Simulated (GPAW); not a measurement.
# AlCo (Pm-3m): the Al K absorption edge, part 4 of 4

Aim: the dependence of the Al K near-edge features of AlCo (Pm-3m) on volume.

GPAW 26.7.0; X-ray absorption from dipole matrix elements to empty bands, plane-wave PAW LDA.

So far. Step 10 (Spectrum with XCH, Al atom 2): Against the first run the r.m.s. difference is 4 %. The highest intensity below 16 eV goes from 5.7 eV (1.95) to 5.5 eV (1.98).

**12. Spectrum with XCH, Al atom 2**

Shorter bonds are expected to push antibonding states and scattering resonances up, and longer ones down; the cell is scaled to test that.

Changed against the first core-hole run: volume scale from 1 to 1.06.

File xas.py:

```python
import numpy as np
from ase import Atoms
from ase.parallel import parprint, paropen
from gpaw import GPAW, PW, FermiDirac, Mixer, MixerDif, setup_paths
from gpaw.test import gen
setup_paths.insert(0, '.')
gen('Al', name='fch1s', xcname='LDA', corehole=(1, 0, 1), write_xml=True)
from gpaw.mpi import world
world.barrier()

atoms = Atoms('Co8Al8',
    cell=[[5.74939933, 0, 0],
     [0, 5.74939933, 0],
     [0, 0, 5.74939933]],
    scaled_positions=[[0.25, 0.25, 0.25],
     [0.25, 0.25, 0.75],
     [0.25, 0.75, 0.25],
     [0.75, 0.25, 0.25],
     [0.25, 0.75, 0.75],
     [0.75, 0.25, 0.75],
     [0.75, 0.75, 0.25],
     [0.75, 0.75, 0.75],
     [0, 0, 0],
     [0, 0, 0.5],
     [0, 0.5, 0],
     [0.5, 0, 0],
     [0, 0.5, 0.5],
     [0.5, 0, 0.5],
     [0.5, 0.5, 0],
     [0.5, 0.5, 0.5]],
    magmoms=[3.0, 3.0, 3.0, 3.0, 3.0, 3.0, 3.0, 3.0, 0.0, 0.0, 0.0, 0.0, 0.0, 0.0, 0.0, 0.0],
    pbc=True)
atoms.calc = calc = GPAW(legacy_gpaw=True, mode=PW(430, force_complex_dtype=True), xc='LDA', setups={8: 'fch1s'},
    kpts={'size': (4, 4, 4), 'gamma': True}, occupations=FermiDirac(0.1),
    charge=-1, mixer=MixerDif(0.05, 8, 50), maxiter=150,
    convergence={'density': 0.0001, 'eigenstates': 1e-6}, txt='scf.txt')
energy = atoms.get_potential_energy() + calc.get_reference_energy()
ef = calc.get_fermi_level()
out = dict(energy=energy, fermi=ef, forces=atoms.get_forces().tolist(), magmoms=atoms.get_magnetic_moments().tolist())
parprint(f'all-electron energy {energy:.4f} eV, Fermi level {ef:.4f} eV')
ev = np.array([[calc.get_eigenvalues(k, s) for k in range(len(calc.get_ibz_k_points()))] for s in range(calc.get_number_of_spins())])
out['homo'], out['lumo'], out['counts'] = ev[ev < ef].max(), ev[ev > ef].min(), sorted(set((ev < ef).sum((0, 2)).tolist()))
out['filled'] = (ev[:, 0] < ef).sum(1).tolist()

from ase.units import Ha
from gpaw.xas import dipole_matrix_elements
nb = int(calc.get_number_of_electrons() / 2) + 156
top, nb = nb, nb + 8 + nb // 12
nscf = calc.fixed_density(kpts={'size': (6, 6, 6), 'gamma': True}, nbands=nb,
    convergence={'bands': top, 'eigenstates': 5e-3}, maxiter=60, txt='nscf.txt')
cell = atoms.cell.array
ops = [cell.T @ U.T @ np.linalg.inv(cell.T) for U in nscf.wfs.kd.symmetry.op_scc]
E = np.arange(-6, 34, 0.1)
fwhm = np.interp(E, [4, 25], [0.9, 3.5])
Y, X, zero, highest = 0, 0, 1e9, 1e9
for spin in range(nscf.get_number_of_spins()):
    wfs = nscf.wfs
    mine = wfs.bd.get_slice()  # this rank's bands
    A = dipole_matrix_elements(wfs.setups[8])
    eps = np.zeros((wfs.kd.nibzkpts, nb))
    d = np.zeros((3, A.shape[1], wfs.kd.nibzkpts, nb), complex)
    for kpt in wfs.kpt_u:
        if kpt.s == spin and 8 in kpt.P_ani:
            eps[kpt.k, mine] = kpt.eps_n * Ha
            d[:, :, kpt.k, mine] = (kpt.weight * wfs.nspins / 2) ** 0.5 * np.inner(A, kpt.P_ani[8])
    world.sum(eps)
    world.sum(d)
    T = np.einsum('amkn,bmkn->abkn', d, d.conj()).real
    T = sum(np.einsum('ai,ijkn,bj->abkn', R, T, R) for R in ops) / len(ops)
    empty = eps > ef
    zero, highest = min(zero, eps[empty].min()), min(highest, eps[:, top - 1].min())
    lines = [(eps, T, empty)] if spin == 0 else lines + [(eps, T, empty)]
for eps, T, empty in lines:
    f = np.einsum('aakn->akn', T).reshape(3, -1)
    x = eps.ravel() - zero
    w = np.interp(x, E, fwhm) / 2.35482
    g = np.exp(-0.5 * ((E[:, None] - x) / w) ** 2) / (w * (2 * np.pi) ** 0.5)
    Y = Y + (f * empty.ravel()) @ g.T
    X = X + (f * ~empty.ravel()) @ g.T
out.update(E=E.round(2).tolist(), xas=Y.tolist(), xes=X.tolist(), zero=zero, valid=highest - zero, nk=len(eps), nb=nb)
for i in range(0, len(E), 10):
    parprint(f'{E[i]:7.2f}', *(f'{v:10.3e}' for v in Y[:, i]))
import json
with paropen('out.json', 'w') as f:
    json.dump(out, f)
```

On the command line:

```
$ OMP_NUM_THREADS=1 mpirun -n 4 gpaw python xas.py
```

Numbers of over 12 decimals in the logs are rounded to 6 here.

The log of the run:

```text
Input parameters:
  charge: -1
  convergence: {density: 0.0001,
                eigenstates: 1e-06}
  kpts: {gamma: True,
         size: (4, 4, 4)}
  maxiter: 150
  mixer: {backend: pulay,
          beta: 0.05,
          method: difference,
          nmaxold: 8,
          weight: 50}
  mode: {ecut: 430.0,
         force_complex_dtype: True,
         name: pw}
  occupations: {fixmagmom: False,
[...]
3s:      -0.683483    -0.683641
3p:      -0.437761    -0.437937
*d:                   -0.137096
*f:                   -0.021062
-------------------------------
all-electron energy -353901.2336 eV, Fermi level 9.6370 eV
  -6.00  3.654e-61  3.654e-61  3.654e-61
  -5.00  1.046e-44  1.046e-44  1.046e-44
  -4.00  3.392e-31  3.392e-31  3.392e-31
  -3.00  1.290e-20  1.290e-20  1.290e-20
[...]
32.00  1.247e-05  1.247e-05  1.247e-05
  33.00  1.234e-05  1.234e-05  1.234e-05
[key lines of the parts left out:]
Converged after 18 iterations.
Dipole moment: (-0.000000, -0.000000, -0.000000) |e|*Ang
Free energy:   -140.945345
Fermi level: 9.63702
```

Run time: 5.1 min. Hardware: 4 MPI ranks of Arm Neoverse V2, shared host; peak memory 0.62 GiB; 20 min of CPU time.

```
E (eV)  first run  this run
  -2.0       0.00      0.00
  -1.0       0.00      0.00
   0.0       0.32      0.33
   1.0       0.61      0.61
   2.0       0.35      0.33
   3.0       0.54      0.64
   4.0       0.96      1.09
   5.0       1.52      1.83
   6.0       1.85      1.72
   7.0       1.32      1.16
   8.0       0.93      0.96
   9.0       1.03      1.06
  10.0       1.06      1.08
  11.0       1.12      1.04
  12.0       1.06      1.02
  13.0       1.08      1.08
  14.0       1.08      1.06
  15.0       1.03      1.05
  16.0       1.02      1.00
  17.0       0.98      0.96
  18.0       0.93      0.89
  19.0       0.87      0.78
  20.0       0.77      0.68
  21.0       0.66      0.57
  22.0       0.56      0.49
  23.0       0.47      0.47
  24.0       0.45      0.49
  25.0       0.47      0.55
  26.0       0.54      0.63
  27.0       0.64      0.71
  28.0       0.73      0.79
  29.0       0.81      0.87
  30.0       0.89      0.91
  31.0       0.93      0.88
```

The scaled spectrum changes by 9 % r.m.s. The highest intensity below 16 eV goes from 5.7 eV (1.95) to 5.4 eV (2.01).

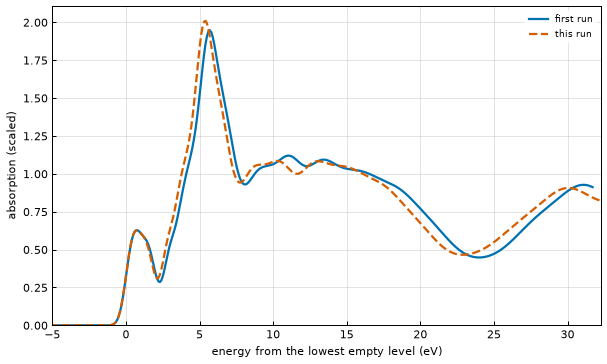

The effect of the change (volume scale from 1 to 1.06).

The photon energy of the zero moves by +0.16 eV.

**13. The volumes side by side**

```
volume  nearest distance (Å)  shift of the zero (eV)  maximum 1 (eV above own zero)  maximum 2 (eV above own zero)  maximum 3 (eV above own zero)
  0.94                 2.392                   -0.17                            0.7                            6.0                           11.8
  0.97                 2.417                   -0.08                            0.7                            5.9                           11.4
     1                 2.442                   +0.00                            0.7                            5.7                           11.0
  1.03                 2.466                   +0.08                            0.7                            5.5                           10.7
  1.06                 2.490                   +0.16                            0.7                            5.4                           10.3
```

The curves, each shifted by its zero's change so that they share one photon-energy axis, counted from the zero at V × 1:

```
E (eV)  V × 0.94  V × 0.97  V × 1  V × 1.03  V × 1.06
  -2.0      0.00      0.00   0.00      0.00      0.00
  -1.0      0.01      0.00   0.00      0.00      0.00
   0.0      0.44      0.38   0.32      0.27      0.22
   1.0      0.59      0.60   0.61      0.62      0.62
   2.0      0.32      0.33   0.35      0.36      0.38
   3.0      0.50      0.52   0.54      0.56      0.58
   4.0      0.88      0.92   0.96      0.99      1.03
   5.0      1.37      1.44   1.52      1.60      1.68
   6.0      1.86      1.86   1.85      1.84      1.82
   7.0      1.38      1.35   1.32      1.28      1.25
   8.0      0.95      0.94   0.93      0.94      0.95
   9.0      1.00      1.01   1.03      1.04      1.06
  10.0      1.04      1.05   1.06      1.07      1.07
  11.0      1.13      1.13   1.12      1.09      1.06
  12.0      1.16      1.11   1.06      1.02      1.01
  13.0      1.11      1.09   1.08      1.08      1.08
  14.0      1.12      1.09   1.08      1.07      1.06
  15.0      1.05      1.03   1.03      1.04      1.05
  16.0      1.01      1.01   1.02      1.02      1.01
  17.0      0.99      0.99   0.98      0.97      0.96
  18.0      0.95      0.94   0.93      0.92      0.90
  19.0      0.91      0.90   0.87      0.84      0.80
  20.0      0.85      0.81   0.77      0.73      0.69
  21.0      0.75      0.71   0.66      0.62      0.58
  22.0      0.65      0.60   0.56      0.52      0.50
  23.0      0.54      0.50   0.47      0.46      0.47
  24.0      0.46      0.45   0.45      0.46      0.48
  25.0      0.43      0.45   0.47      0.50      0.54
  26.0      0.46      0.50   0.54      0.58      0.62
  27.0      0.53      0.59   0.64      0.67      0.70
  28.0      0.64      0.69   0.73      0.75      0.78
  29.0      0.75      0.78   0.81      0.83      0.86
```

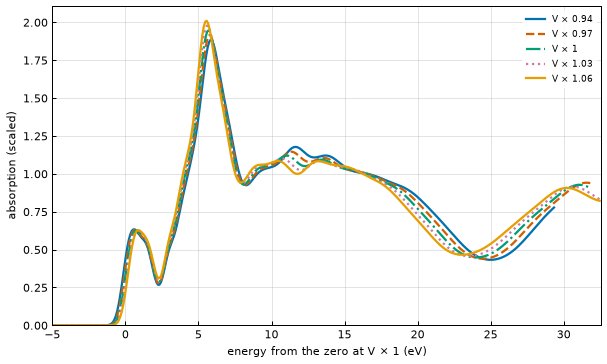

The edge at each volume, on one photon-energy scale.

**14. Results**

| Item | Value |
| --- | --- |
| absorber and edge | Al K, atom 2 of the ground-state input (counted from 1) |
| surroundings | 8 Co at 2.44 Å and 6 Al at 2.82 Å (cube and octahedron, as in bcc, site symmetry m-3m) |
| highest intensity below 16 eV | 5.7 eV above the zero, height 1.95 |
| photon energy of the zero (spin-polarised hole, raw) | 1549.2 eV (LDA puts this hole about 7 eV below PBE, itself good to a few eV) |

What this shows: From V × 0.94 to V × 1.06 the nearest distance grows by 0.098 Å and the zero moves by +0.33 eV. Above their own zero, the maxima move from 0.7 to 0.7 eV, from 6.0 to 5.4 eV and from 11.8 to 10.3 eV. The one highest in energy moves most, in the direction that the rule ΔE·R² ≈ constant for scattering resonances gives. The Al K edge of atom 2, with 8 Co at 2.44 Å and 6 Al at 2.82 Å (cube and octahedron, as in bcc, site symmetry m-3m), has its highest intensity of the first 16 eV at 5.7 eV above the zero, near 1555 eV in photon energy (LDA puts this hole about 7 eV below PBE, itself good to a few eV), 1.9 times the mean level of the first 20 eV (Gaussian full width 0.9 eV up to 4 eV, rising linearly to 3.5 eV at 25 eV). The hole lies in one spin channel, while the script sums the empty states of both and takes the lower zero; where the two channels are split, this blurs and shifts the curve. The starting moments shrank to 0.00 μB or less, so this is hardly a magnetic state. The holes are only 5.6 Å apart, so the shape is probably not converged with cell size; no larger cell was run here. Lifetime broadening is put in by hand, and intensities beyond about 20 eV depend on it and on the partial waves; weight that the partial waves miss at high energy is lost. The structure is a computed Materials Project entry and may be a hypothetical form.

[Banner, clock and machine lines of the logs are left out without a mark of their own.]

[Logs are printed without paths, hosts, clocks, repeated set-up lines and the standing remarks that a program may print on its own settings, such as how far it seeks lower states.]

[Hosts, paths, dates, database ids (printed as entryN), source tags and the programs' standing remarks are cut or masked in the printed files.]

[Lists of maxima count a maximum above −3 eV only where it reaches 4 % of the highest in the window and stands out from its surroundings by 2 % of it (1.5 % where it reaches 55 %); shoulders and weaker maxima are passed over, and of the rest the first, up to two pre-edge ones and the few strongest are named.]
